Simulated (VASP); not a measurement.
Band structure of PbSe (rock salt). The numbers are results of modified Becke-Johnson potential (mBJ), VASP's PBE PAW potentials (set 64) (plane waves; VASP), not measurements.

mBJ is a potential without an energy functional, so only the levels count. Unless said otherwise, spin-orbit coupling is left out, though it shifts the bands of the heavy elements here.

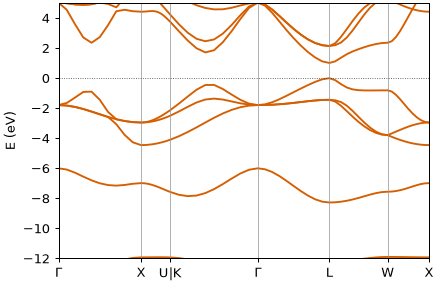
Figure: Bands along high-symmetry lines, zero at the valence-band maximum or, without a gap, the Fermi level

Task: Read the plot: is there a gap, and where are the band edges?

Result: The gap is direct, 1.01 eV, from the valence maximum at L to the conduction minimum at L.

The compound is PbSe in the rock salt structure. It was relaxed first. The cell's shape comes from a PBE relaxation.
